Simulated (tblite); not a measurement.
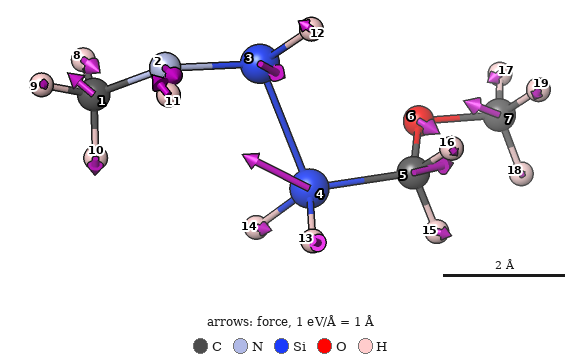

Starting geometry of C3H12NOSi2 (multiplicity 2) with the computed forces as purple arrows. A ball-and-stick model, seen at a tilt.

Method: GFN2-xTB geometry optimisation, gas phase (tblite). 

> What follows when this structure is relaxed?

It isn't relaxed: the largest force vector, on Si4, is 1.29 eV/Å. The final displacements have little in common with the starting forces (cosine between the two patterns 0.15). H8 moves most after the best rigid fit: 2.12 Å. Largest moves by element: H 2.12 Å, C 0.67 Å, Si 0.66 Å, O 0.58 Å, N 0.46 Å. Near-neighbour distances that change, for instance: Si3–Si4 2.319 → 2.281 Å, Si4–C5 1.876 → 1.909 Å, O6–C7 1.429 → 1.400 Å, C5–O6 1.435 → 1.415 Å. Bond angles that change, for instance: Si3–Si4–H13 108.8° → 133.6°, Si4–Si3–H12 109.4° → 125.0°, Si4–C5–O6 115.3° → 104.6°. Groups turn about Si4–C5 by about 35°. After 196 geometry steps the energy has fallen by 0.428 eV. Cost: 3.6 s on 1 thread of Intel(R) Xeon(R) Processor @ 2.70GHz, on a shared host.
